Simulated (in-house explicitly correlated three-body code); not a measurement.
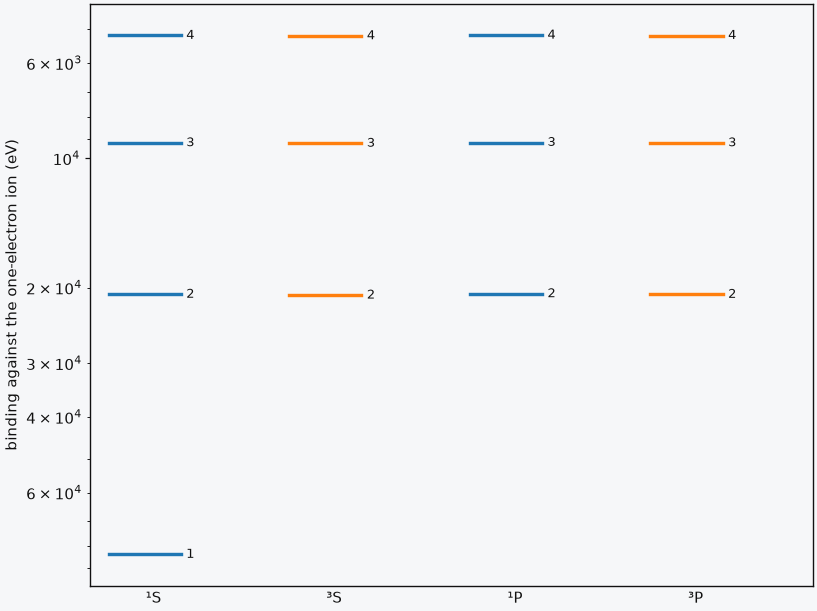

Two electrons around a point charge Z = 79 (Au⁷⁷⁺). Computed variationally in 260 exponentially correlated functions with an in-house code, non-relativistic, converged to about 10⁻⁸ of the energy. The plot shows the bound S and P states that converged, by term and principal number n, on a logarithmic scale of binding.

Q: How do singlets and triplets lie?

A: The ground state is bound by 83.57 keV. The n = 2 states drawn run, from the deepest, 2 ³S (20.83 keV), 2 ³P (20.75 keV), 2 ¹S (20.73 keV), 2 ¹P (20.67 keV). Exchange puts 2 ³S below 2 ¹S by 92.5 eV and 2 ³P below 2 ¹P by 71.1 eV. Quantum defects n − (Z − 1)/√(2 E(binding)): 2 ³S 0.006, 2 ³P 0.002, 2 ¹S 0.002, 2 ¹P −0.001.
